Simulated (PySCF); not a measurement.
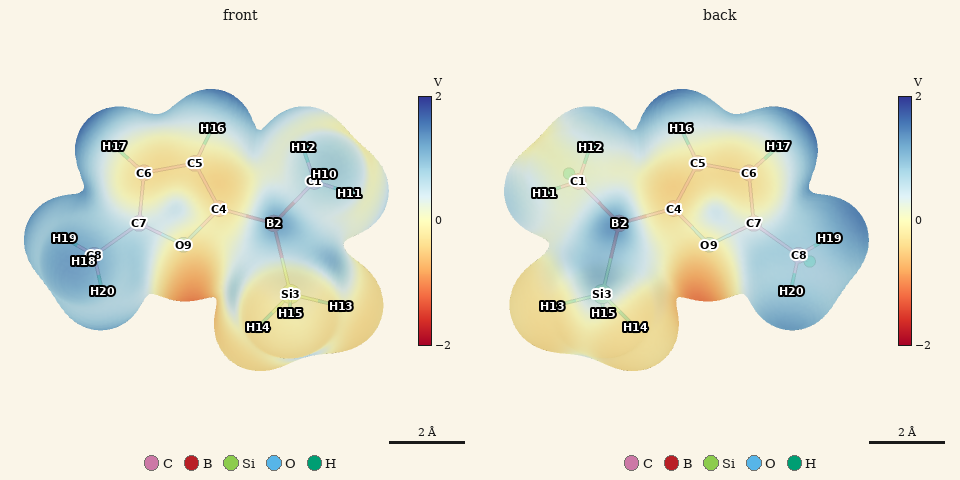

The picture shows: C6H11BOSi (SMILES CB([SiH3])c1ccc(C)o1). The molecular electrostatic potential painted on the density surface at 0.004 e/bohr³, seen from the front and from behind; red is negative and blue positive.

Geometry: GFN2-xTB.

These are results of PBE0/pcSseg-1, SCF density, gas phase, non-relativistic (PySCF), not measurements.

```yaml
atoms:
  - { symbol: C, position_ang: [-2.6175, -1.0108, -1.0009] }
  - { symbol: B, position_ang: [-1.5848, -0.0306, -0.3175] }
  - { symbol: Si, position_ang: [-2.1568, 1.5185, 0.7492] }
  - { symbol: C, position_ang: [-0.0937, -0.3354, -0.4297] }
  - { symbol: C, position_ang: [0.6312, -1.3217, -1.0784] }
  - { symbol: C, position_ang: [1.9895, -1.0942, -0.8132] }
  - { symbol: C, position_ang: [2.0374, 0.0215, -0.0133] }
  - { symbol: C, position_ang: [3.1904, 0.7309, 0.6006] }
  - { symbol: O, position_ang: [0.8053, 0.4756, 0.2164] }
  - { symbol: H, position_ang: [-2.9330, -1.7491, -0.2606] }
  - { symbol: H, position_ang: [-3.5273, -0.5125, -1.3310] }
  - { symbol: H, position_ang: [-2.2168, -1.5713, -1.8431] }
  - { symbol: H, position_ang: [-3.4843, 2.0459, 0.3840] }
  - { symbol: H, position_ang: [-1.2665, 2.6884, 0.6803] }
  - { symbol: H, position_ang: [-2.2674, 1.2102, 2.1873] }
  - { symbol: H, position_ang: [0.2247, -2.1132, -1.6754] }
  - { symbol: H, position_ang: [2.8264, -1.6655, -1.1613] }
  - { symbol: H, position_ang: [3.4047, 0.3225, 1.5888] }
  - { symbol: H, position_ang: [4.0761, 0.6146, -0.0183] }
  - { symbol: H, position_ang: [2.9570, 1.7870, 0.7137] }
```

Describe the electrostatic potential map.

The most negative region (about −1.0 V) lies over O9, the most positive (about +1.6 V) over H16 and H17. O9 is the likeliest acceptor of a hydrogen bond.

How polar is the molecule by this calculation?

Its dipole moment is 3.41 D.
